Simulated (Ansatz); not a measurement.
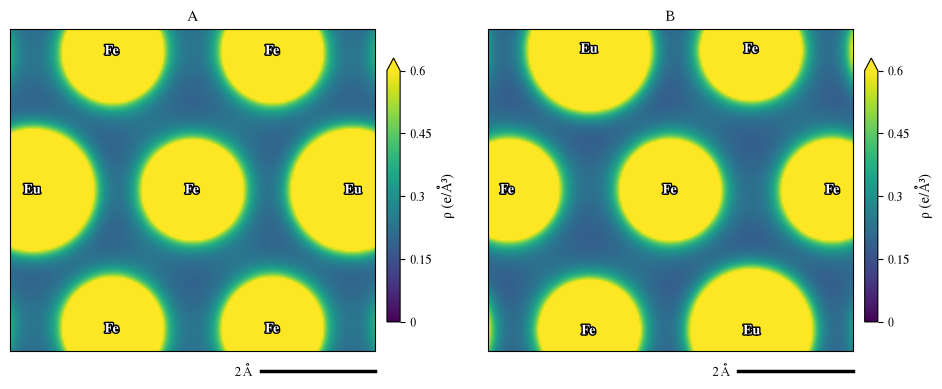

EuFe3. The valence pseudo-density of two cells that differ in size, on the (111) plane of each (indices in the axes of the calculation cell), at one length scale and on one colour scale: B has 16.2 Å³ an atom and A 15.6.

Space group Pm-3m; started from the AuCu3 prototype, which need not be the ambient phase; no Hubbard U on the f states and no spin–orbit coupling; spin-polarised.

All numbers below come from DFT PBE, scalar-relativistic, plane waves, PAW in Ansatz 0.2.0.

The larger cell:

```yaml
crystal:
  lattice:
    - [4.01499, 0.00000, 0.00000]
    - [0.00000, 4.01499, 0.00000]
    - [0.00000, 0.00000, 4.01499]
  atoms:
    - { symbol: Eu, position: [0.00000, 0.00000, 0.00000] }
    - { symbol: Fe, position: [0.00000, 0.50000, 0.50000] }
    - { symbol: Fe, position: [0.50000, 0.50000, 0.00000] }
    - { symbol: Fe, position: [0.50000, 0.00000, 0.50000] }
```

The smaller cell: a = 3.963 Å, b = 3.963 Å, c = 3.963 Å, α = 90.00°, β = 90.00°, γ = 90.00°.

What does the compression do to the bonding and the properties?

From the larger cell to the smaller, Fe–Fe goes from 2.84 to 2.80 Å, and the density at its midpoint from 0.22 to 0.24 e/Å³; Eu–Fe goes from 2.84 to 2.80 Å, and the density at its midpoint from 0.22 to 0.24 e/Å³; the pressure goes from −3.0 to 0.0 GPa.
